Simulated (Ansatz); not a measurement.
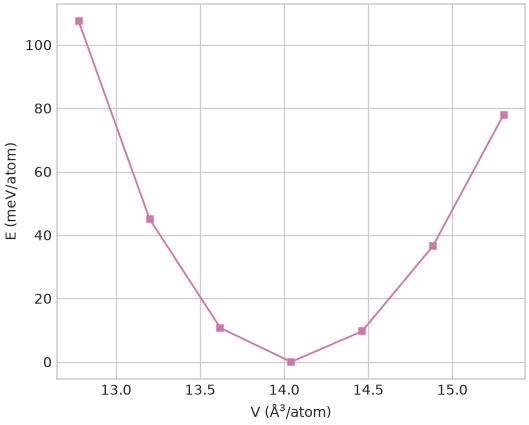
Fig. 1. Si$_{3}$Mo$_{5}$ in space group I4/mcm (No. 140; Si on 4a, Mo on 4b, Si on 8h, Mo on 16k) under volume change, PBEsol (plane waves, PAW; program Ansatz), shape and atoms relaxed at each volume.

Q: What does a third-order Birch–Murnaghan fit give for V₀, B₀ and B′?

A: V₀ = 14.04 Å³/atom, B₀ = 256 GPa, B′ = 4.3.

The workflow started from an entry of the Crystallography Open Database (COD). Whether it is the stable phase at ambient conditions was not checked. The PBEsol relaxation kept the symmetry of its start; whether a distortion lowers the energy is not shown. The run is not spin-polarised.

Potentials: the later of the program's two PAW sets.
